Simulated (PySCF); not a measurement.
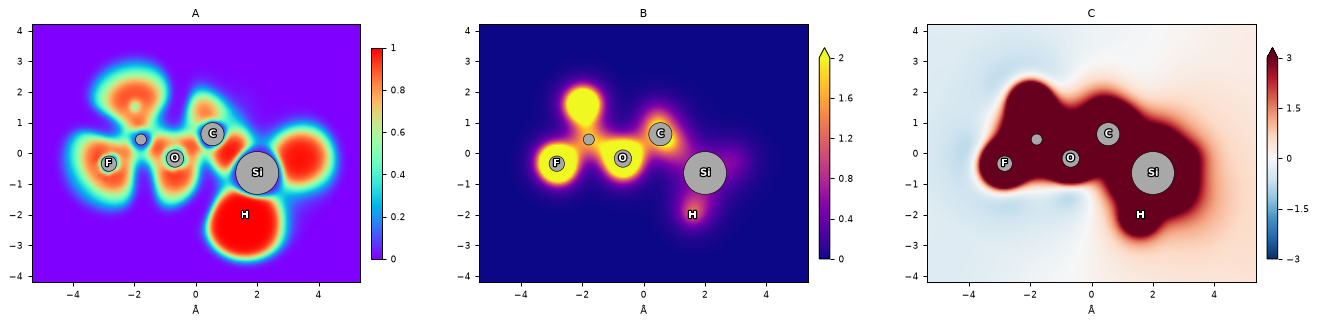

C₃H₅F₃O₂Si (SMILES FC(F)(F)O[C@H]1OC[SiH2]1): 3 fields on the plane of atoms O5, C6 and Si9, with unlabelled colour scales. Grey discs cover the atomic cores.

Geometry: GFN2-xTB.

The calculation used CAM-B3LYP/def2-SVPD, SCF density, gas phase (PySCF 2.14.0).

Input file:

```
{"job": {"kind": "uv", "xc": "CAM-B3LYP", "basis": "def2-SVPD", "nstates": 8, "ntriplets": 3}, "charge": 0, "multiplicity": 1}
F      2.600688    -1.937244    -0.482434
C      1.990970    -0.748159    -0.463956
F      1.822380    -0.396620    -1.745515
F      2.878357     0.126340     0.040939
O      0.877452    -0.844815     0.233281
C      0.204083     0.402678     0.566888
O     -0.227660     1.076841    -0.571251
C     -1.600122     0.645511    -0.704073
Si    -1.591976    -0.084086     1.079555
H      0.899870     1.018800     1.140336
H     -1.690666    -0.071136    -1.524752
H     -2.223294     1.512063    -0.929405
H     -2.148815     0.813720     2.087546
H     -1.791946    -1.514365     1.250676
```

Launched as:

```sh
OMP_NUM_THREADS=1 python probes_run.py task.json out
```

### Which field does each panel show? The fields are: electron density, electron localisation function and electrostatic potential.

Panel A: electron localisation function. Panel B: electron density. Panel C: electrostatic potential (strongly positive close to the atoms, with negative regions outside electron-rich atoms). From the grid: C–Si (1.93 Å): the density is about 0.91 e/Å³ at the midpoint; the ELF peaks at about 1 between the atoms (a shared electron pair).
